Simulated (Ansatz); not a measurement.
**SiH4···H3OSi (doublet): density, localisation and related maps**

| atom | x (Å) | y (Å) | z (Å) |
| --- | --- | --- | --- |
| H | 0.0263 | 0.8752 | 1.4357 |
| Si | 1.9102 | -0.2974 | -0.9652 |
| O | 0.3631 | -0.8838 | -1.0127 |
| Si | -1.4078 | 0.5500 | 1.2277 |
| H | 1.7858 | 1.1684 | -1.1815 |
| H | 2.7489 | -0.9202 | -2.0372 |
| H | 0.2516 | -1.8359 | -0.9970 |
| H | -2.2029 | 1.2142 | 2.2954 |
| H | -1.8617 | 1.0463 | -0.0932 |
| H | -1.6137 | -0.9166 | 1.3281 |

The product side of a reaction path; geometry: PBE0-D4/def2-TZVP.

These are results of UKS PBE0-D4/def2-TZVPP (Ansatz), not measurements.

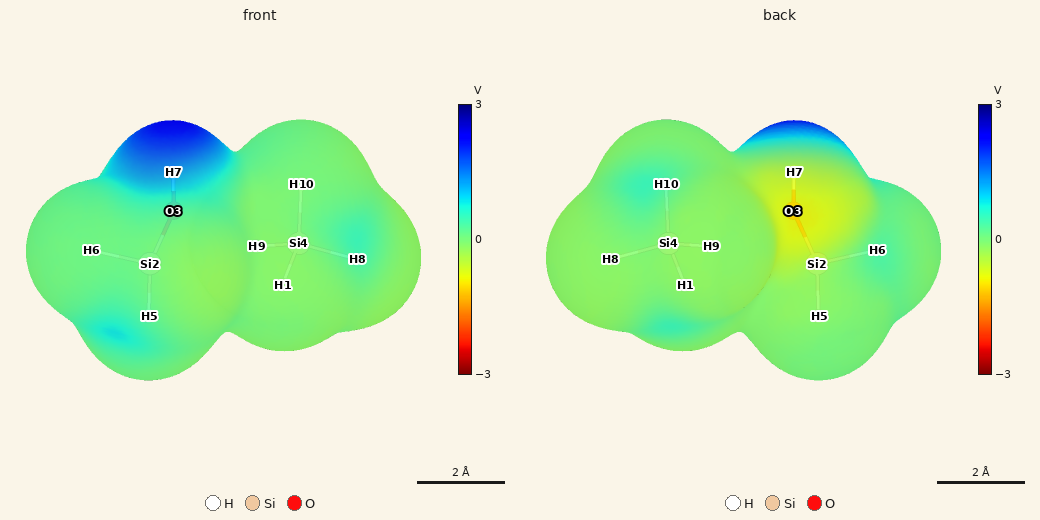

Figure 1. The electrostatic potential painted on the density surface at 0.001 e/bohr³, seen from the front and from behind; the colour scale runs from red (negative) to blue (positive).

Question: Describe the electrostatic potential map.

Answer: The most negative region (about −0.9 V, or −21 kcal/mol for a unit charge) lies over O3, the most positive (about +2.3 V, or +53 kcal/mol for a unit charge) over H7.

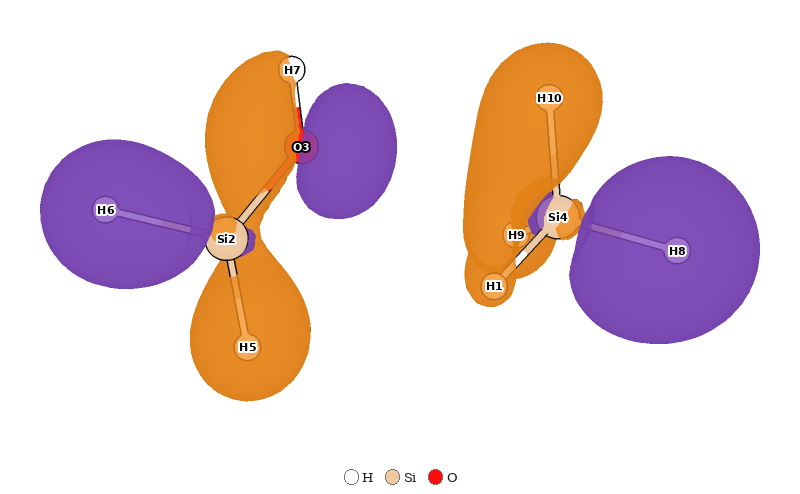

Figure 2. The HOMO−1 (α) at ±0.1 Å⁻³ᐟ² (orange and purple are the two phases), seen across its widest extent.

Question: Describe this orbital and give its energy.

Answer: It lies mainly on Si4 (about 25 %), H8 (about 20 %), O3 (about 20 %), Si2 (about 10 %) and H6 (about 10 %). Its energy is −9.32 eV.

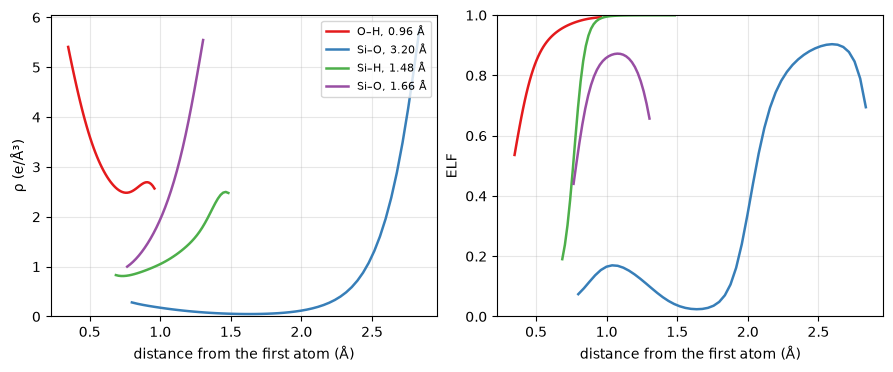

Figure 3. Total electron density and ELF along straight lines between neighbouring atoms. The curves leave out the atomic cores.

Question: Compare the contacts.

Answer: O–H (0.96 Å): ρ is about 3.8 e/Å³ halfway; the ELF climbs to about 1 towards the hydrogen, as it does in any bond to H; a covalent bond by its length.
Si4···O3 (3.20 Å): the density falls to about 0.05 e/Å³ on the way; the ELF dips to about 0 between them; a non-bonded, intermolecular contact.
Si–H (1.48 Å): the density is about 0.81 e/Å³ at the midpoint; the ELF climbs to about 1 towards the hydrogen.
Si–O (1.66 Å): ρ at the midpoint is about 1.2 e/Å³; the ELF peaks at about 0.85 between the atoms (a polar covalent bond).
